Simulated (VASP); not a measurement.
# The low-index faces of Ag

How do surface energy, work function and relaxation of Ag depend on the face?

Program: VASP 6.6.1. Level of theory: PBEsol; plane waves and PAW (Ag). Results are calculated unless marked as measured.

## 1. The starting structure

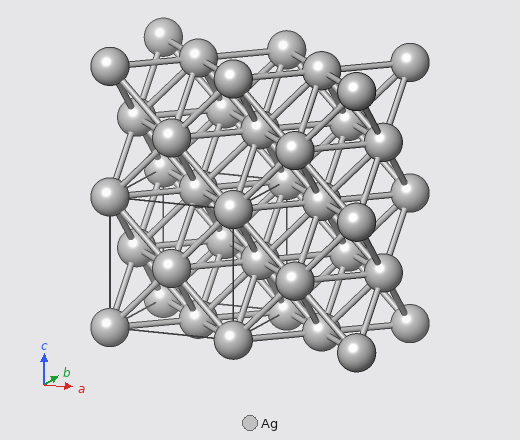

The starting structure, seen slightly off an axis (silver light grey). 2×1×2 cells are drawn. This picture shows the conventional cell, with its axes. Some periodic images of atoms are drawn too.

Structure file:

```xyz
1
Lattice="0.0000 2.0450 2.0450 2.0450 0.0000 2.0450 2.0450 2.0450 0.0000" Properties=species:S:1:pos:R:3 pbc="T T T"
Ag    0.0000    0.0000    0.0000
```

## 2. The bulk reference, job relaxation, k-mesh 16×16×16

The bulk crystal is relaxed first, so that the slabs are cut at this functional's lattice.

Input file INCAR:

```
SYSTEM = Ag
PREC = Accurate
ENCUT = 420
EDIFF = 1E-06
NELM = 120
ISMEAR = 1
SIGMA = 0.15
LREAL = .FALSE.
ALGO = Normal
GGA = PS
NBANDS = 11
LASPH = .TRUE.
LORBIT = 11
LWAVE = .FALSE.
LCHARG = .FALSE.
KPAR = 4
IBRION = 2
NSW = 30
ISIF = 3
EDIFFG = -0.01
POTIM = 0.4
```

Input file POSCAR:

```
Ag
1.0
    0.0000000000      2.0450000000      2.0450000000
    2.0450000000      0.0000000000      2.0450000000
    2.0450000000      2.0450000000      0.0000000000
Ag
1
Direct
    0.0000000000      0.0000000000      0.0000000000
```

Input file KPOINTS:

```
Automatic mesh
0
Gamma
16 16 16
0 0 0
```

The projector-augmented-wave data sets are Ag (PBE family, release 64).

Started as:

```bash
mpirun -np 4 vasp_std
```

Log:

```text
[banner, memory and clock lines left out]
running    4 mpi-ranks, on    1 nodes
 distrk:  each k-point on    1 cores,    4 groups
 distr:  one band on    1 cores,    1 groups

 POSCAR found type information on POSCAR Ag
 POSCAR found :  1 types and       1 ions
|                                                                             |
|               ----> ADVICE to this user running VASP <----                  |
|                                                                             |
|     You enforced a specific xc type in the INCAR file but a different       |
|     [... a line on the potential file left out ...]
|     I HOPE YOU KNOW WHAT YOU ARE DOING!                                     |
|                                                                             |

 LDA part: xc-table for (Slater+PW92), standard interpolation
 POSCAR, INCAR and KPOINTS ok, starting setup
 FFT: planning ... GRIDC
 FFT: planning ... GRID_SOFT
 FFT: planning ... GRID
 WAVECAR not read
 entering main loop
       N       E                     dE             d eps       ncg     rms          rms(c)
DAV:   1     0.418497051032E+02    0.41850E+02   -0.49506E+03  3334   0.755E+02
DAV:   2    -0.307462628901E+01   -0.44924E+02   -0.42478E+02  3517   0.177E+02
DAV:   3    -0.365383542157E+01   -0.57921E+00   -0.57888E+00  3594   0.219E+01
DAV:   4    -0.365542686453E+01   -0.15914E-02   -0.15914E-02  3490   0.121E+00
DAV:   5    -0.365543952612E+01   -0.12662E-04   -0.12662E-04  3597   0.971E-02    0.551E+00
DAV:   6    -0.331955163279E+01    0.33589E+00   -0.14564E+00  3373   0.113E+01    0.330E+00
DAV:   7    -0.330986717482E+01    0.96845E-02   -0.10051E-02  3586   0.954E-01    0.188E+00
DAV:   8    -0.330591416338E+01    0.39530E-02   -0.72497E-04  3442   0.197E-01    0.886E-02
DAV:   9    -0.330592363528E+01   -0.94719E-05   -0.10346E-05  3576   0.248E-02    0.159E-02
DAV:  10    -0.330592589554E+01   -0.22603E-05   -0.22672E-06  3525   0.133E-02    0.447E-03
DAV:  11    -0.330592575788E+01    0.13766E-06   -0.75359E-08  1802   0.246E-03
   1 F= -.33059258E+01 E0= -.33057707E+01  d E =-.330593E+01
 curvature:   0.00 expect dE= 0.000E+00 dE for cont linesearch  0.000E+00
 trial: gam= 0.00000 g(F)=  0.938E-64 g(S)=  0.137E-01 ort = 0.000E+00 (trialstep = 0.100E+01)
 search vector abs. value=  0.137E-01
 bond charge predicted
       N       E                     dE             d eps       ncg     rms          rms(c)
DAV:   1    -0.355926194260E+01   -0.25334E+00   -0.40377E+00  3328   0.213E+01    0.316E+00
DAV:   2    -0.331601836339E+01    0.24324E+00   -0.10320E+00  3295   0.942E+00    0.828E-01
DAV:   3    -0.331142144971E+01    0.45969E-02   -0.79261E-03  3613   0.773E-01    0.539E-01
DAV:   4    -0.331010305477E+01    0.13184E-02   -0.21200E-03  3373   0.316E-01    0.546E-02
DAV:   5    -0.331009317499E+01    0.98798E-05   -0.13459E-05  3484   0.320E-02    0.262E-02
DAV:   6    -0.331009590589E+01   -0.27309E-05   -0.84548E-07  3463   0.669E-03    0.306E-03
DAV:   7    -0.331009601581E+01   -0.10992E-06   -0.36132E-08  1799   0.166E-03
   2 F= -.33100960E+01 E0= -.33099089E+01  d E =-.417026E-02
 trial-energy change:   -0.004170  1 .order   -0.003883   -0.013654    0.005888
 step:   0.7166(harm=  0.6987)  dis= 0.00000  next Energy=    -3.310924 (dE=-0.500E-02)
 bond charge predicted
       N       E                     dE             d eps       ncg     rms          rms(c)
DAV:   1    -0.333056384081E+01   -0.20468E-01   -0.32545E-01  3319   0.615E+00    0.900E-01
DAV:   2    -0.331153295342E+01    0.19031E-01   -0.73901E-02  3295   0.257E+00    0.291E-01
DAV:   3    -0.331105573055E+01    0.47722E-03   -0.10058E-03  3640   0.281E-01    0.193E-01
DAV:   4    -0.331092607139E+01    0.12966E-03   -0.15835E-04  3388   0.964E-02    0.849E-03
DAV:   5    -0.331092626979E+01   -0.19840E-06   -0.23601E-06  3491   0.135E-02
   3 F= -.33109263E+01 E0= -.33107511E+01  d E =-.500051E-02
 curvature:  -0.35 expect dE=-0.177E-05 dE for cont linesearch -0.177E-05
 trial: gam= 0.00000 g(F)=  0.704E-63 g(S)=  0.509E-05 ort =-0.264E-03 (trialstep = 0.943E+00)
 search vector abs. value=  0.509E-05
 reached required accuracy - stopping structural energy minimisation
```

The job ended after 11 s (4 MPI ranks of AMD EPYC 9R14 (Zen 4), shared host; peak memory 0.48 GiB; 38 s of CPU time).

The logs omit lines about the potential files and the build; timing stands in the text.

Parts of OUTCAR (step 2):

```text
ion  position               nearest neighbor table
   1  0.000  0.000  0.000-

  LATTYP: Found a face centered cubic cell.
 ALAT       =     4.0900000000

 Subroutine GETGRP returns: Found 48 space group operations
 (whereof 48 operations were pure point group operations)

The static configuration has the point symmetry O_h .

 Found    145 irreducible k-points:

   k-points           NKPTS =    145   k-points in BZ     NKDIM =    145   number of bands    NBANDS=     11

   dimension x,y,z NGX =    20 NGY =   20 NGZ =   20
   dimension x,y,z NGXF=    40 NGYF=   40 NGZF=   40

   ENCUT  =  420.0 eV  30.87 Ry    5.56 a.u.   4.83  4.83  4.83*2*pi/ulx,y,z

   NELECT =      11.0000    total number of electrons

 k-points in reciprocal lattice and weights: Automatic mesh
   0.00000000  0.00000000  0.00000000       0.000
   0.06250000  0.00000000  0.00000000       0.002
   0.12500000  0.00000000  0.00000000       0.002
   0.18750000  0.00000000  0.00000000       0.002
   0.25000000  0.00000000  0.00000000       0.002
   0.31250000  0.00000000  0.00000000       0.002
   0.37500000  0.00000000  0.00000000       0.002
   0.43750000  0.00000000  0.00000000       0.002
   0.50000000  0.00000000  0.00000000       0.001
[...]
-0.31250000  0.50000000  0.18750000       0.003
  -0.25000000  0.50000000  0.25000000       0.001

 average (electrostatic) potential at core
       1 -70.4466

 E-fermi :   8.5193

 k-point     1 :       0.0000    0.0000    0.0000
  band No.  band energies     occupation
    ...
      2       3.7256      2.00000
      3       3.7256      2.00000
      4       3.7256      2.00000
      5       4.8207      2.00000
      6       4.8207      2.00000
      7      24.6286      0.00000
      8      28.3526      0.00000
      9      28.3526      0.00000
     10      28.3526      0.00000
     11      33.2364      0.00000

 k-point     2 :       0.0625    0.0000    0.0000
  band No.  band energies     occupation
    ...
      2       3.6952      2.00000
      3       3.7611      2.00000
      4       3.7611      2.00000
      5       4.8067      2.00000
      6       4.8067      2.00000
      7      24.6638      0.00000
      8      27.3300      0.00000
      9      28.4146      0.00000
     10      28.4146      0.00000
     11      33.3420      0.00000

 k-point     3 :       0.1250    0.0000    0.0000
  band No.  band energies     occupation
    ...
      2       3.6295      2.00000
      3       3.8495      2.00000
      4       3.8495      2.00000
      5       4.7835      2.00000
      6       4.7835      2.00000
      7      24.2558      0.00000
      8      25.8296      0.00000
      9      28.5619      0.00000
     10      28.5619      0.00000
     11      32.3246      0.00000

  Total        0.0066323      0.0066323      0.0066323      0.0000000      0.0000000     -0.0000000
  in kB        0.6392933      0.6392933      0.6392933      0.0000000      0.0000000     -0.0000000
  external PRESSURE =       0.6392933 kB  Pullay stress =       0.0000000 kB

  energy-cutoff  :      420.00
  volume of cell :       16.62
      direct lattice vectors                 reciprocal lattice vectors
     0.000000000  2.025577467  2.025577467    -0.246843188  0.246843188  0.246843188
     2.025577467  0.000000000  2.025577467     0.246843188 -0.246843188  0.246843188
     2.025577467  2.025577467  0.000000000     0.246843188  0.246843188 -0.246843188

 POSITION                                       TOTAL-FORCE (eV/Angst)
 -----------------------------------------------------------------------------------
      0.00000      0.00000      0.00000         0.000000     -0.000000     -0.000000
 -----------------------------------------------------------------------------------
    total drift:                               -0.000000     -0.000000     -0.000000

  FREE ENERGIE OF THE ION-ELECTRON SYSTEM (eV)
  ---------------------------------------------------
  free  energy   TOTEN  =        -3.3109262698 eV

  energy  without entropy=       -3.3104008864  energy(sigma->0) =       -3.31075114

 reached required accuracy - stopping structural energy minimisation

 total charge
# of ion       s       p       d       tot
------------------------------------------
    1        0.425   0.319   9.147   9.891

[... 3 further parts left out ...]
```

CONTCAR:

```
Ag
   1.00000000000000
     0.0000000000000000    2.0255774669465008    2.0255774669465008
     2.0255774669465008    0.0000000000000000    2.0255774669465008
     2.0255774669465008    2.0255774669465008    0.0000000000000000
  Ag
     1
Direct
     0.0000000000000000    0.0000000000000000    0.0000000000000000
```

This run has no spin polarisation. Its electron count is odd, so without a moment it is a metal by construction. The PAW data sets were made with PBE, which is usual practice but a small mismatch for other functionals. The run keeps the 48 symmetry operations of its start, so it cannot find a distortion of lower symmetry.

The steps of the relaxation:

```
step  energy less that of the first step (eV)  largest force (eV/Å)  pressure (GPa)  volume (Å³)
   1                                   0.0000                0.0000           -3.22        17.10
   2                                  -0.0042                0.0000            1.44        16.43
   3                                  -0.0050                0.0000            0.06        16.62
```

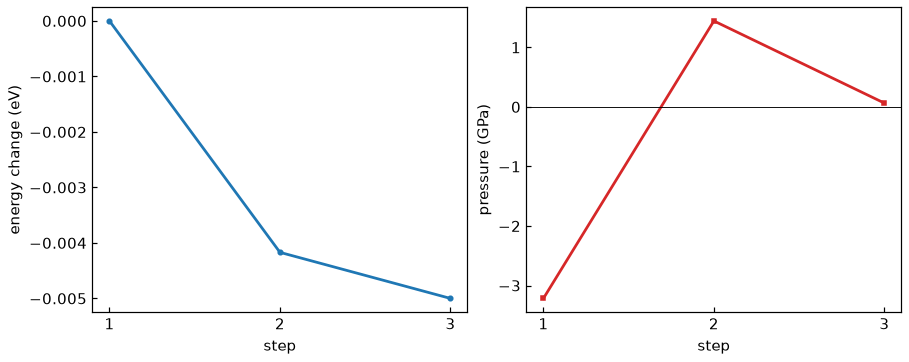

Energy and pressure along the relaxation.

```
conventional cell, symmetrised  before  after  change
                         a (Å)   4.090  4.051  -0.9 %
                         b (Å)   4.090  4.051  -0.9 %
                         c (Å)   4.090  4.051  -0.9 %
              volume (Å³/atom)   17.10  16.62  -2.8 %
```

The relaxed structure:

```cif
data_structure
_symmetry_space_group_name_H-M 'P 1'
_symmetry_Int_Tables_number 1
_cell_length_a 2.8646
_cell_length_b 2.8646
_cell_length_c 2.8646
_cell_angle_alpha 60.000
_cell_angle_beta 60.000
_cell_angle_gamma 60.000
_cell_volume 16.62
loop_
_atom_site_label
_atom_site_type_symbol
_atom_site_fract_x
_atom_site_fract_y
_atom_site_fract_z
_atom_site_occupancy
Ag1 Ag 0.00000 0.00000 0.00000 1
```

This step gave:

```yaml
electronic_cycles: 23
electrons: 11
free_energy_toten: -3.311 eV
energy_at_zero_smearing: -3.311 eV
fermi_energy: 8.519 eV
metallic: yes
```

The run ended after 3 ionic steps, 0.005 eV below its first step, once forces and stress met EDIFFG = -0.01.

Energy at zero smearing: -3.31075 eV.

## 3. The bulk reference, job self-consistent run, k-mesh 20×20×20

Input file INCAR:

```
SYSTEM = Ag
PREC = Normal
ENCUT = 320
EDIFF = 1E-06
NELM = 120
ISMEAR = 1
SIGMA = 0.15
LREAL = .FALSE.
ALGO = Fast
GGA = PS
NBANDS = 11
LASPH = .TRUE.
LORBIT = 11
LWAVE = .FALSE.
LCHARG = .FALSE.
KPAR = 4
```

Input file POSCAR:

```
Ag
1.0
    0.0000000000      2.0255774669      2.0255774669
    2.0255774669      0.0000000000      2.0255774669
    2.0255774669      2.0255774669      0.0000000000
Ag
1
Direct
    0.0000000000      0.0000000000      0.0000000000
```

Input file KPOINTS:

```
Automatic mesh
0
Gamma
20 20 20
0 0 0
```

Started as:

```bash
mpirun -np 4 vasp_std
```

Log:

```text
[banner, memory and clock lines left out]
running    4 mpi-ranks, on    1 nodes
 distrk:  each k-point on    1 cores,    4 groups
 distr:  one band on    1 cores,    1 groups

 POSCAR found type information on POSCAR Ag
 POSCAR found :  1 types and       1 ions
 [... a notice as in an earlier step ...]

 LDA part: xc-table for (Slater+PW92), standard interpolation
 POSCAR, INCAR and KPOINTS ok, starting setup
 FFT: planning ... GRIDC
 FFT: planning ... GRID_SOFT
 FFT: planning ... GRID
 WAVECAR not read
 entering main loop
       N       E                     dE             d eps       ncg     rms          rms(c)
DAV:   1     0.307059450752E+02    0.30706E+02   -0.41827E+03  6316   0.596E+02
DAV:   2    -0.332247975815E+01   -0.34028E+02   -0.32362E+02  6286   0.150E+02
DAV:   3    -0.367135702643E+01   -0.34888E+00   -0.34879E+00  6374   0.164E+01
DAV:   4    -0.367224900643E+01   -0.89198E-03   -0.89195E-03  6183   0.846E-01
DAV:   5    -0.367225562473E+01   -0.66183E-05   -0.66177E-05  6361   0.653E-02    0.591E+00
RMM:   6    -0.333302723582E+01    0.33923E+00   -0.57916E-01  5670   0.733E+00    0.350E+00
RMM:   7    -0.332225137744E+01    0.10776E-01   -0.10136E-02  6152   0.121E+00    0.202E+00
RMM:   8    -0.331796494690E+01    0.42864E-02   -0.88691E-04  6238   0.293E-01    0.201E-01
RMM:   9    -0.331796021665E+01    0.47302E-05   -0.13236E-04  6667   0.101E-01    0.621E-02
RMM:  10    -0.331795816469E+01    0.20520E-05   -0.23710E-05  6469   0.383E-02    0.275E-02
RMM:  11    -0.331795837220E+01   -0.20751E-06   -0.61631E-06  5451   0.162E-02
   1 F= -.33179584E+01 E0= -.33180132E+01  d E =0.164610E-03
```

Elapsed: 4.8 s, on 4 MPI ranks; peak memory 0.39 GiB.

OUTCAR, selected parts (step 3):

```text
  LATTYP: Found a face centered cubic cell.
 ALAT       =     4.0511549338

The static configuration has the point symmetry O_h .

 Found    256 irreducible k-points:

   k-points           NKPTS =    256   k-points in BZ     NKDIM =    256   number of bands    NBANDS=     11

   dimension x,y,z NGX =    14 NGY =   14 NGZ =   14
   dimension x,y,z NGXF=    28 NGYF=   28 NGZF=   28

   ENCUT  =  320.0 eV  23.52 Ry    4.85 a.u.   4.18  4.18  4.18*2*pi/ulx,y,z

   NELECT =      11.0000    total number of electrons

 E-fermi :   8.5731

 k-point     1 :       0.0000    0.0000    0.0000
  band No.  band energies     occupation
    ...
      2       3.7357      2.00000
      3       3.7357      2.00000
      4       3.7357      2.00000
      5       4.8309      2.00000
      6       4.8309      2.00000
      7      24.6314      0.00000
      8      28.3515      0.00000
      9      28.3515      0.00000
     10      28.3515      0.00000
     11      33.2396      0.00000

 k-point     2 :       0.0500    0.0000    0.0000
  band No.  band energies     occupation
    ...
      2       3.7147      2.00000
      3       3.7577      2.00000
      4       3.7577      2.00000
      5       4.8209      2.00000
      6       4.8209      2.00000
      7      24.6592      0.00000
      8      27.6508      0.00000
      9      28.3917      0.00000
     10      28.3918      0.00000
     11      33.4454      0.00000

  Total       -0.0457826     -0.0457826     -0.0457826     -0.0000000      0.0000000     -0.0000000
  in kB       -4.4130101     -4.4130101     -4.4130101     -0.0000000      0.0000000     -0.0000000
  external PRESSURE =      -4.4130101 kB  Pullay stress =       0.0000000 kB

  energy-cutoff  :      320.00
  volume of cell :       16.62
      direct lattice vectors                 reciprocal lattice vectors
     0.000000000  2.025577467  2.025577467    -0.246843188  0.246843188  0.246843188
     2.025577467  0.000000000  2.025577467     0.246843188 -0.246843188  0.246843188
     2.025577467  2.025577467  0.000000000     0.246843188  0.246843188 -0.246843188

 POSITION                                       TOTAL-FORCE (eV/Angst)
 -----------------------------------------------------------------------------------
      0.00000      0.00000      0.00000         0.000000      0.000000      0.000000
 -----------------------------------------------------------------------------------
    total drift:                               -0.000000     -0.000000      0.000000

  FREE ENERGIE OF THE ION-ELECTRON SYSTEM (eV)
  ---------------------------------------------------
  free  energy   TOTEN  =        -3.3179583722 eV

  energy  without entropy=       -3.3181229825  energy(sigma->0) =       -3.31801324

 total charge
# of ion       s       p       d       tot
------------------------------------------
    1        0.427   0.319   9.139   9.884

[... 2 parts as in an earlier step ...]

[... 6 further parts left out ...]
```

Numbers from this step:

```
electronic cycles       : 11
free energy (TOTEN)     : -3.318 eV
energy at zero smearing : -3.318 eV
Fermi energy            : 8.573 eV
```

Energy at zero smearing: -3.31801 eV.

The run ends at a pressure of -0.44 GPa.

(Continued in part 2 of 4.)

[Lines on the potential files, build, host, timing and source positions are cut from VASP's logs without a mark.]

[Logs are printed without paths, hosts, clocks, repeated set-up lines and the standing remarks that a program may print on its own settings, such as how far it seeks lower states.]

[Hosts, paths, dates, database ids (printed as entryN), source tags and the programs' standing remarks are cut or masked in the printed files.]

[Runs that stopped without an error message from VASP are left out.]
